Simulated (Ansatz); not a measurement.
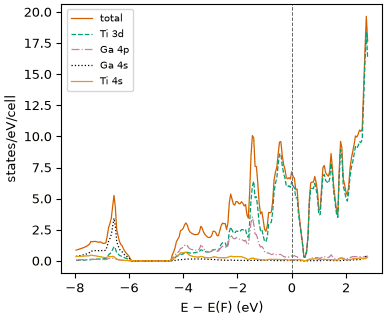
*Total and projected density of states of Ti$_{2}$Ga in space group P6_3/mmc (No. 194; Ti on 2d, Ti on 2a, Ga on 2c), the program Ansatz at the r²SCAN level (PAW)*

Task: Which orbitals carry the states next to the Fermi level?

Result: Within 0.5 eV of the Fermi level: Ti 3d 90 %, Ga 4p 5 %. Projections are on Löwdin-orthogonalised atomic valence shells; empty p or d shells of many metals are not among them.

Task: Where is the tallest occupied peak in this window, and what makes it?

Result: Near -1.4 eV, about 10 states/eV per cell; the largest projected share is Ti 3d.

The workflow started from a Materials Project entry (that database holds measured and hypothetical structures alike); the Crystallography Open Database files this formula in space group No. 194, but the cells were not matched. Its standing as an ambient phase is unchecked. The r²SCAN relaxation kept the symmetry of its start; whether a distortion lowers the energy is not shown. No spin polarisation was allowed. Scalar-relativistic: spin–orbit coupling is off unless named, which matters more the heavier the elements.

Potentials: the later of the program's two PAW sets.
